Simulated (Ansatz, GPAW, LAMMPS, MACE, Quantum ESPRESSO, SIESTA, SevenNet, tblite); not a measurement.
# Quantum ESPRESSO on rapidly quenched Si24Mg76 (at. %) (110 atoms): settings against a plane-wave reference

Wanted: Quantum ESPRESSO inputs and outputs for rapidly quenched Si24Mg76 (at. %) (110 atoms), checked against a plane-wave reference.

Main program and level: Quantum ESPRESSO 7.5; the method is named at each step.

**1. The starting structure**

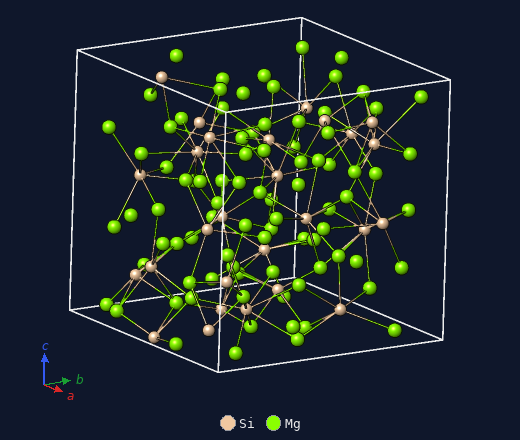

The starting structure, seen slightly off an axis (silicon light orange, magnesium green). Bonds to atoms that aren't drawn are left out. Some periodic images of atoms are drawn too.

The cell holds 110 atoms: 26 Si and 84 Mg. Cell: a = 13.533 Å, b = 13.533 Å, c = 13.533 Å, α = 90.0°, β = 90.0°, γ = 90.0°. 110 atoms (26 Si, 84 Mg) placed at random at 1.75 g/cm³, melted at 2000 K for 10 ps at fixed volume with the MEAM Al-Si-Mg-Cu-Fe potential (Jelinek et al., Phys. Rev. B 85, 245102 (2012)). Quenched from 2000 K to 300 K at 5 K/ps and zero pressure, held 5 ps.

The yardstick, on the same geometry:

```
method                 : Kohn-Sham DFT, PBE, PAW, plane waves (Ansatz 0.2.0); cutoff 420 eV, Γ point, fermi-dirac smearing of 0.05 eV; PAW set soft_2
r.m.s. force component : 0.3333 eV/Å
longest force          : 1.45 eV/Å
pressure               : -1.248 GPa
SCF cycles             : 9
time                   : 49 s on 4 threads of Arm Neoverse V2, shared host
CPU time               : 3.1 min
```

**2. PBE, sssp-1.3.0-efficiency, 45/360 Ry**

Method: Kohn-Sham DFT, PBE, SSSP efficiency 1.3.0 pseudopotentials, plane waves.

The input, pw.in:

```
&control
  calculation = 'scf'
  pseudo_dir = './pseudo'
  outdir = './tmp'
  disk_io = 'none'
  tprnfor = .true.
  tstress = .true.
/
&system
  ibrav = 0
  nat = 110
  ntyp = 2
  ecutwfc = 45
  ecutrho = 360
  nosym = .true.
  occupations = 'smearing'
  smearing = 'fd'
  degauss = 0.003675
/
&electrons
  conv_thr = 5.5e-07
  electron_maxstep = 100
  mixing_beta = 0.2
  mixing_mode = 'local-TF'
  diagonalization = 'david'
/
ATOMIC_SPECIES
Si 28.085 Si.upf
Mg 24.305 Mg.upf
CELL_PARAMETERS angstrom
13.53281 0.00000 0.00000
0.00000 13.53281 0.00000
0.00000 0.00000 13.53281
ATOMIC_POSITIONS crystal
Si 0.18935 0.90724 0.70920
Si 0.46053 0.92982 0.67330
Si 0.95812 0.68458 0.86598
Si 0.48949 0.54019 0.70396
Si 0.69791 0.13526 0.81339
Si 0.73413 0.11174 0.47156
Si 0.95518 0.05650 0.32985
Si 0.95966 0.74382 0.47011
Si 0.16570 0.18668 0.53586
Si 0.33138 0.45528 0.02579
Si 0.13325 0.77365 0.16740
Si 0.89112 0.02520 0.13227
Si 0.44800 0.62729 0.10708
Si 0.83297 0.65041 0.12024
Si 0.46828 0.06662 0.99947
Si 0.31112 0.70175 0.50264
Si 0.77094 0.82250 0.72006
Si 0.07154 0.50850 0.67457
Si 0.41128 0.27435 0.67286
Si 0.28448 0.47768 0.36857
Si 0.15604 0.18575 0.14974
Si 0.68660 0.32824 0.12629
Si 0.37483 0.10709 0.24376
Si 0.67121 0.85752 0.36303
Si 0.58075 0.65537 0.40911
Si 0.79191 0.58356 0.84490
Mg 0.78092 0.67052 0.31086
Mg 0.34800 0.92564 0.86680
Mg 0.13390 0.57418 0.45756
Mg 0.66492 0.46530 0.45296
Mg 0.77675 0.76277 0.93101
Mg 0.51563 0.83655 0.98953
Mg 0.35844 0.14246 0.45470
Mg 0.93192 0.85230 0.27972
Mg 0.33542 0.91671 0.52554
Mg 0.17494 0.07119 0.35286
Mg 0.12745 0.45071 0.25257
Mg 0.09428 0.97629 0.17561
Mg 0.40228 0.45437 0.20613
Mg 0.36574 0.64586 0.31991
Mg 0.76244 0.22834 0.64447
Mg 0.45155 0.53267 0.49411
Mg 0.10019 0.93994 0.91581
Mg 0.61513 0.49039 0.23300
Mg 0.60177 0.71052 0.81471
Mg 0.35489 0.23718 0.08345
Mg 0.63888 0.92135 0.56273
Mg 0.03424 0.60968 0.05185
Mg 0.73605 0.35391 0.84638
Mg 0.85378 0.92818 0.47312
Mg 0.29857 0.75606 0.02974
Mg 0.17087 0.32971 0.97788
Mg 0.51110 0.30508 0.49655
Mg 0.28744 0.34696 0.52322
Mg 0.96649 0.48255 0.85283
Mg 0.15523 0.73556 0.84685
[... 50 atom lines left out ...]
Mg 0.12225 0.71584 0.62335
Mg 0.18359 0.53081 0.86587
Mg 0.23500 0.59271 0.12404
Mg 0.74577 0.03211 0.27999
K_POINTS gamma
```

The run is started by

```console
$ OMP_NUM_THREADS=1 pw.x -in pw.in > output.txt
```

The program printed:

```text
Program PWSCF
     gamma-point specific algorithms are used
     sticks:   dense  smooth     PW     G-vecs:    dense   smooth      PW
     Sum       18749    9377   2353              1929071   682341   85159
     bravais-lattice index     =            0
     lattice parameter (alat)  =      25.5733  a.u.
     unit-cell volume          =   16724.7854 (a.u.)^3
     number of atoms/cell      =          110
     number of atomic types    =            2
     number of electrons       =       272.00
     number of Kohn-Sham states=          163
     kinetic-energy cutoff     =      45.0000  Ry
     charge density cutoff     =     360.0000  Ry
     scf convergence threshold =      5.5E-07
     mixing beta               =       0.2000
     number of iterations used =            8  local-TF  mixing
     Exchange-correlation= SLA  PW   PBX  PBC
                           (   1   4   3   4   0   0   0)
     crystal axes: (cart. coord. in units of alat)
               a(1) = (   1.000000   0.000000   0.000000 )
               a(2) = (   0.000000   1.000000   0.000000 )
               a(3) = (   0.000000   0.000000   1.000000 )
     reciprocal axes: (cart. coord. in units 2 pi/alat)
               b(1) = (  1.000000  0.000000  0.000000 )
               b(2) = (  0.000000  1.000000  0.000000 )
               b(3) = (  0.000000  0.000000  1.000000 )
     PseudoPot. # 1 for Si:
     Pseudo is Ultrasoft + core correction, Zval =  4.0
     PseudoPot. # 2 for Mg:
     Pseudo is Projector augmented-wave + core cor, Zval =  2.0
     atomic species   valence    mass     pseudopotential
     Si                4.00    28.08500     Si( 1.00)
     Mg                2.00    24.30500     Mg( 1.00)
     No symmetry found
   Cartesian axes
     number of k points=     1  Fermi-Dirac smearing, width (Ry)=  0.0037
                       cart. coord. in units 2pi/alat
        k(    1) = (   0.0000000   0.0000000   0.0000000), wk =   2.0000000
     Dense  grid:   964536 G-vectors     FFT dimensions: ( 160, 160, 160)
     Smooth grid:   341171 G-vectors     FFT dimensions: ( 120, 120, 120)
     Initial potential from superposition of free atoms
     starting charge     271.9079, renormalised to     272.0000
     Starting wfcs are  440 randomized atomic wfcs
     Self-consistent Calculation
     iteration #  1     ecut=    45.00 Ry     beta= 0.20
     total energy              =   -3119.81519990 Ry
     estimated scf accuracy    <       4.71485166 Ry
     iteration #  2     ecut=    45.00 Ry     beta= 0.20
     total energy              =   -3118.67270792 Ry
     estimated scf accuracy    <       3.40147162 Ry
     iteration #  3     ecut=    45.00 Ry     beta= 0.20
     total energy              =   -3119.40441963 Ry
     estimated scf accuracy    <       0.12010954 Ry
     iteration #  4     ecut=    45.00 Ry     beta= 0.20
     total energy              =   -3119.44382855 Ry
     estimated scf accuracy    <       0.07430143 Ry
     iteration #  5     ecut=    45.00 Ry     beta= 0.20
     total energy              =   -3119.43311307 Ry
     estimated scf accuracy    <       0.05660497 Ry
     iteration #  6     ecut=    45.00 Ry     beta= 0.20
     total energy              =   -3119.43721210 Ry
     estimated scf accuracy    <       0.00098284 Ry
[...]
c_bands:  1 eigenvalues not converged
[...]
total energy              =   -3119.44354226 Ry
[...]
iteration # 21     ecut=    45.00 Ry     beta= 0.20
     total energy              =   -3119.44354208 Ry
     estimated scf accuracy    <       0.00000291 Ry
     iteration # 22     ecut=    45.00 Ry     beta= 0.20
     total energy              =   -3119.44354213 Ry
     estimated scf accuracy    <       0.00000072 Ry
     iteration # 23     ecut=    45.00 Ry     beta= 0.20
     End of self-consistent calculation
          k = 0.0000 0.0000 0.0000 ( 42580 PWs)   bands (ev):
    -5.1405  -4.8847  -4.6654  -4.5404  -4.4611  -4.2722  -4.1972  -4.0760
    -3.9812  -3.9647  -3.8915  -3.8167  -3.7012  -3.6286  -3.5933  -3.5213
    -3.4918  -3.4052  -3.3309  -3.2027  -3.1410  -3.0647  -3.0225  -2.8927
    -2.7671  -2.6668  -1.2418  -1.0975  -1.0754  -0.9442  -0.8966  -0.7924
    -0.7310  -0.6669  -0.5387  -0.5215  -0.4879  -0.4301  -0.3307  -0.2929
    -0.2269  -0.2114  -0.1752  -0.1280  -0.0748  -0.0352   0.0264   0.0601
[...]
4.1331   4.1696   4.2288   4.2870   4.3162   4.3379   4.3688   4.4219
     4.4270   4.5108   4.5327   4.5707   4.6164   4.6650   4.6804   4.7079
     4.7558   4.8018   4.8259   4.8590   4.8766   4.9191   4.9609   5.0375
     5.0954   5.0990   5.1053
     the Fermi energy is     4.1284 ev
!    total energy              =   -3119.44354259 Ry
     estimated scf accuracy    <       0.00000003 Ry
     smearing contrib. (-TS)   =      -0.03244026 Ry
     internal energy E=F+TS    =   -3119.41110233 Ry
     The total energy is F=E-TS. E is the sum of the following terms:
     one-electron contribution =     123.16890442 Ry
     hartree contribution      =      41.32609314 Ry
     xc contribution           =    -291.59863948 Ry
     ewald contribution        =    -363.63499125 Ry
     one-center paw contrib.   =   -2628.67246916 Ry
     convergence has been achieved in  23 iterations
     Forces acting on atoms (cartesian axes, Ry/au):
     atom    1 type  1   force =    -0.02407345    0.00347203    0.00145456
     atom    2 type  1   force =     0.02208440    0.01036660    0.01289135
     atom    3 type  1   force =    -0.01289973    0.00210614    0.00812104
     atom    4 type  1   force =     0.01565844    0.04998079    0.02116257
     atom    5 type  1   force =     0.00310729   -0.00481706    0.01262678
     atom    6 type  1   force =    -0.00109614   -0.00183674    0.01800056
[...]
atom  108 type  2   force =     0.01198808   -0.01645209    0.00839017
     atom  109 type  2   force =    -0.00101255   -0.00879364    0.02043785
     atom  110 type  2   force =    -0.00790128   -0.01217191    0.00384444
     Total force =     0.234995     Total SCF correction =     0.000171
     Computing stress (Cartesian axis) and pressure
          total   stress  (Ry/bohr**3)                   (kbar)     P=      -13.76
  -0.00008151   0.00000498  -0.00002312          -11.99        0.73       -3.40
   0.00000498  -0.00006608   0.00002327            0.73       -9.72        3.42
  -0.00002312   0.00002327  -0.00013296           -3.40        3.42      -19.56
     Message from routine punch:
     Nothing written, as per user request (disk_io='none')
```

Wall time 16 min (1 thread of Arm Neoverse V2, shared host); peak memory 5.5 GiB.

Banners, paths, timers and routine set-up lines are dropped from the logs unmarked, and long logs keep their key lines alone; longer cuts are marked.

Numbers from this run, and their distance from the reference:

```yaml
r_m_s_force_component: 0.3326 eV/Å
r_m_s_difference_of_force_components: 2.667 meV/Å
longest_difference_of_force_vectors: 9.621 meV/Å
force_difference_over_r_m_s_force: 0.8 %
slope_of_forces_against_the_reference_s: 0.9978
correlation_of_force_components: 1
pressure: -1.376 GPa
pressure_difference: -0.1274 GPa
```

Length of the force difference by element (eV/Å):

```csv
element,atoms,mean,most
Mg,84,0.0046,0.0096
Si,26,0.0031,0.0065
```

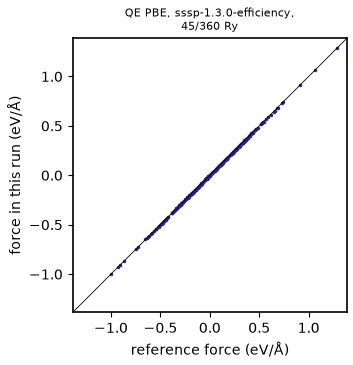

Force components against those of the reference; the line marks equality.

Local excerpt of 9 atoms (numbers count through the whole input) about Mg109, picked at random; x, y, z are measured from there.

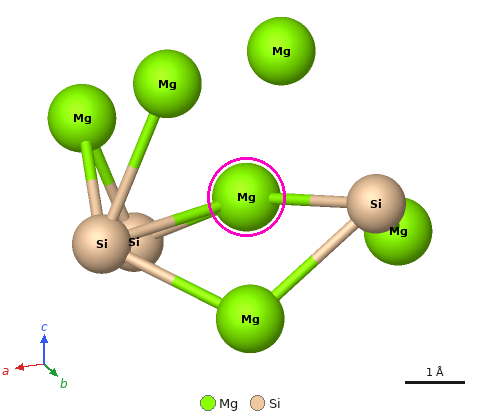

The atoms of the table, within 3.3 Å (arrows a, b, c point along x, y, z); some may hide others; the central atom is ringed.

```csv
atom,x,y,z,distance (Å),bonds,Fx,Fy,Fz (eV/Å)
Mg109,0.00,0.00,0.00,0.00,8,-0.03,-0.23,0.53
Si10,1.30,-1.86,-1.33,2.63,8,0.30,-0.29,-0.93
Mg51,0.86,2.21,-1.28,2.69,8,0.09,1.06,-0.37
Si11,-1.38,2.45,0.59,2.87,9,-0.30,-0.48,-0.29
Mg48,-2.72,0.23,-0.98,2.90,9,-0.19,-0.65,-0.19
Si13,2.88,0.47,-0.23,2.93,8,-0.52,-0.48,-0.44
Mg37,-1.46,-1.92,1.74,2.97,7,-0.27,-0.11,0.35
Mg39,2.26,-1.87,1.11,3.14,9,-0.03,-0.34,0.33
Mg40,1.77,0.72,2.65,3.27,10,0.35,0.54,-0.51
```

Forces lie 0.8 % from the reference's, at 5.3 times its CPU time (on 1 against 4 cores).

**3. Results**

```
force difference from the reference : QE PBE, sssp-1.3.0-efficiency, 45/360 Ry, 0.8 %
its CPU time                        : 16 min
```

PBE on plane waves or a grid with other potentials, cutoffs or grids differs from the reference by 0.8 % (QE PBE, sssp-1.3.0-efficiency, 45/360 Ry) of the r.m.s. force; this holds the reference's own error, so differences of a few per cent don't tell which side is nearer the exact PBE result (QE's 45 Ry are 612 eV, against the reference's 420 eV). The potentials hold different valence shells: 944 electrons in the reference, 272 in Quantum ESPRESSO with SSSP; this bears on time and differences. The quench rate of 5 K/ps is many orders above laboratory rates, so the cell is likely richer in defects and strain than a real sample. The network of bonds at the start is that of the classical potential that made the cell, and needn't be the one that DFT or experiment would give. The electronic-structure runs sample only Γ, in a cell whose shortest periodic width is 14 Å, which is coarse for a cell with partly filled levels.

[Also dropped from logs without a mark: logging warnings of Python, and SIESTA's first energy breakdown and zero terms.]

[Logs are printed without paths, hosts, clocks, repeated set-up lines and the standing remarks that a program may print on its own settings, such as how far it seeks lower states.]

[Hosts, paths, dates, database ids (printed as entryN), source tags and the programs' standing remarks are cut or masked in the printed files.]
